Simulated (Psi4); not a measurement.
**BH2O (SMILES [BH]O) at USCAN/def2-QZVPP (density fitting, sweep point 12)**

What is the vertical ionisation energy of BH2O at USCAN/def2-QZVPP (density fitting, sweep point 12)? 

Program for the calculation: Psi4 1.11.

## Step 1: The structure to begin with

BH2O has 4 atoms, charge 0, and is taken as a doublet. As SMILES, `[BH]O`. The shape is that of a PBE0-D4/def2-TZVP optimisation.

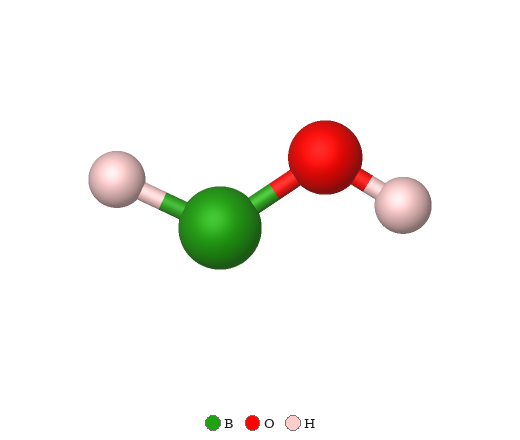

The structure, seen from a chosen angle (boron green, oxygen red, hydrogen pink).

## Step 2: The energy at USCAN/def2-QZVPP (density fitting, sweep point 12)

Contents of calc.inp:

```
memory 1.6 GB

molecule molecule1 {
  0 2
  B     -0.006100    -0.485500     0.388300
  O      0.119700     0.544500    -0.448600
  H     -1.064200    -1.032400     0.540300
  H      1.006100     0.913200    -0.500300
  units angstrom
  symmetry c1
}

set {
  reference uks
  puream true
  scf_type df
  dft_radial_points 99
  dft_spherical_points 590
  maxiter 150
}

energy("scan/def2-QZVPP")
print_variables()
```

Started as:

```
$ psi4 calc.inp calc.out -n 1
```

calc.out, shortened:

```text
[...]
  Running in c1 symmetry.
[...]
  Nuclear repulsion =   25.941696431051930
[...]
  Multiplicity = 2
[...]
  Nalpha       = 8
  Nbeta        = 7
[...]
    Number of basis functions: 174
[...]
   @DF-UKS iter   1:  -101.05161045599343   -3.38026e-01   4.18125e-03 DIIS/ADIIS
[...]
   @DF-UKS iter   8:  -101.24495650692126   -3.46053e-08   2.91457e-07 DIIS
[...]
   @S^2 Observed:                7.530778718E-01
[...]
    Orbital Energies [Eh]
    ---------------------
    Alpha Occupied:
       1A    -18.996479     2A     -6.672161     3A     -1.026163
       4A     -0.560401     5A     -0.407405     6A     -0.386124
       7A     -0.361181     8A     -0.173451
    Alpha Virtual:
       9A     -0.052744    10A      0.012811    11A      0.091018
      12A      0.100107    13A      0.115723    14A      0.139279
      15A      0.162208    16A      0.238394    17A      0.260897
      18A      0.281348    19A      0.305609    20A      0.321148
      21A      0.353997    22A      0.380319    23A      0.412813
      24A      0.418338    25A      0.449466    26A      0.491654
[...]
  @DF-UKS Final Energy:  -101.24495650692126
   => Energetics <=
    Nuclear Repulsion Energy =             25.9416964310519305
    One-Electron Energy =                -188.7559225817662991
    Two-Electron Energy =                  74.9090954575068366
    DFT Exchange-Correlation Energy =     -13.3398258137137233
    Empirical Dispersion Energy =           0.0000000000000000
    VV10 Nonlocal Energy =                  0.0000000000000000
    Total Energy =                       -101.2449565069212554
[...]
 Multipole Moments:
 ------------------------------------------------------------------------------------
     Multipole            Electronic (a.u.)      Nuclear  (a.u.)        Total (a.u.)
 ------------------------------------------------------------------------------------
 L = 1.  Multiply by 2.5417464519 to convert [e a0] to [Debye]
 Dipole X            :          0.5236552           -0.1051617            0.4184935
 Dipole Y            :          0.0869794            0.2503438            0.3373233
 Dipole Z            :          0.0807403           -0.2436892           -0.1629489
 Magnitude           :                                                    0.5616726
[...]
```

It took 71 s on 1 thread of Intel Xeon Platinum 8375C at 2.90GHz (Ice Lake), shared host; peak memory 1.1 GiB.

## Step 3: The singlet cation at the same level

Contents of input.inp:

```
memory 1.6 GB

molecule {
  1 1
  B     -0.006100    -0.485500     0.388300
  O      0.119700     0.544500    -0.448600
  H     -1.064200    -1.032400     0.540300
  H      1.006100     0.913200    -0.500300
  units angstrom
  symmetry c1
}

set basis def2-QZVPP
set puream true
set scf_type df
set dft_radial_points 99
set dft_spherical_points 590

energy_value, wavefunction = energy("scan", return_wfn=True)
```

Started as:

```
$ psi4 input.inp input.out -n 1
```

input.out, shortened:

```text
[...]
  Running in c1 symmetry.
[...]
  Nuclear repulsion =   25.941696431051930
[...]
  Multiplicity = 1
[...]
  Nalpha       = 7
  Nbeta        = 7
[...]
    Number of basis functions: 174
[...]
   @DF-RKS iter   1:  -100.76347556207935   -4.98908e-02   3.93316e-03 ADIIS/DIIS
[...]
   @DF-RKS iter   8:  -100.92989763888659   -6.36290e-08   6.75124e-07 DIIS
[...]
    Orbital Energies [Eh]
    ---------------------
    Doubly Occupied:
       1A    -19.317836     2A     -7.066857     3A     -1.334321
       4A     -0.862293     5A     -0.705683     6A     -0.696447
       7A     -0.660929
[...]
  @DF-RKS Final Energy:  -100.92989763888659
   => Energetics <=
    Nuclear Repulsion Energy =             25.9416964310519305
    One-Electron Energy =                -183.9852574767079432
    Two-Electron Energy =                  70.1169684692094393
    DFT Exchange-Correlation Energy =     -13.0033050624400133
    Empirical Dispersion Energy =           0.0000000000000000
    VV10 Nonlocal Energy =                  0.0000000000000000
    Total Energy =                       -100.9298976388865867
[...]
 Multipole Moments:
 ------------------------------------------------------------------------------------
     Multipole            Electronic (a.u.)      Nuclear  (a.u.)        Total (a.u.)
 ------------------------------------------------------------------------------------
 L = 1.  Multiply by 2.5417464519 to convert [e a0] to [Debye]
 Dipole X            :          0.7235023           -0.1051617            0.6183406
 Dipole Y            :         -0.8777219            0.2503438           -0.6273781
 Dipole Z            :          0.9582082           -0.2436892            0.7145190
 Magnitude           :                                                    1.1342336
[...]
```

Run time: 51 s. Hardware: 1 thread of Intel Xeon Platinum 8375C at 2.90GHz (Ice Lake), shared host; peak memory 1.1 GiB.

## Step 4: Results

At USCAN/def2-QZVPP (density fitting, sweep point 12):

| quantity | value |
| --- | --- |
| doublet BH2O: total energy | -101.24496 Eh |
| doublet BH2O: dipole moment | 1.43 D |
| doublet BH2O: HOMO energy (highest over α and β) | -4.72 eV |
| doublet BH2O: LUMO energy (lowest over α and β) | -1.44 eV |
| doublet BH2O: ⟨S²⟩ | 0.753 |
| singlet cation: total energy | -100.92990 Eh |
| singlet cation: HOMO energy | -17.98 eV |
| singlet cation: LUMO energy | -11.94 eV |
| singlet cation: HOMO–LUMO gap | 6.05 eV |
| vertical ionisation energy (to the singlet cation) | 8.573 eV |

In words: Removing an electron at fixed nuclei costs 8.57 eV (198 kcal/mol). Only the singlet of the ionised species was computed; a triplet could lie lower.
